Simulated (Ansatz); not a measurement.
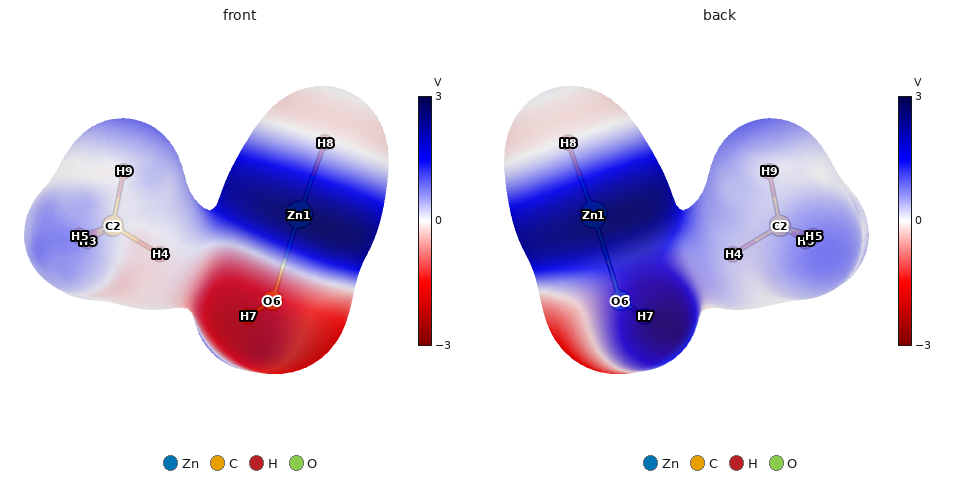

Figure. H₂OZn···CH₄. The molecular electrostatic potential painted on the density surface at 0.004 e/bohr³, seen from the front and from behind; red is negative and blue positive.

All numbers below come from RKS revPBE-D4/def2-SVP in Ansatz.

Input file:

```
crystal:
  periodic: [false, false, false]
  atoms:
    - { symbol: Zn, position_ang: [-0.649019, 0.59536, -0.628437] }
    - { symbol: C, position_ang: [-0.161458, 0.137182, 2.479624] }
    - { symbol: H, position_ang: [-0.744932, -0.575156, 3.093862] }
    - { symbol: H, position_ang: [0.542694, -0.427698, 1.83467] }
    - { symbol: H, position_ang: [0.415785, 0.814627, 3.13768] }
    - { symbol: O, position_ang: [0.602757, -0.336245, -1.516386] }
    - { symbol: H, position_ang: [0.290776, -1.207014, -1.828063] }
    - { symbol: H, position_ang: [-1.587756, 1.455895, 0.268459] }
    - { symbol: H, position_ang: [-0.849148, 0.730049, 1.83599] }
basis:
  gaussian: { orbitals: def2-SVP }
hamiltonian:
  xc: revpbe
  dispersion: d4
relax:
  f_tol: 0.03
  max_steps: 50
output:
  orbitals: {}
```

Run with:

```sh
ansatz run input.yaml --threads 2 --pin off --max-ram 3072MiB --backend cpu --events-out ev --progress --plain --runs-dir out
```

The fields are those of the run's last geometry, not of the input's.

Question: Which sites attract a positive test charge, and which a negative one?

Answer: A positive charge is drawn to the negative regions and a negative charge to the positive ones. The most negative region (about −2.2 V, or −51 kcal/mol for a unit charge) lies over O6, the most positive (about +2.8 V, or +65 kcal/mol for a unit charge) over Zn1. O6 is the likeliest acceptor of a hydrogen bond.
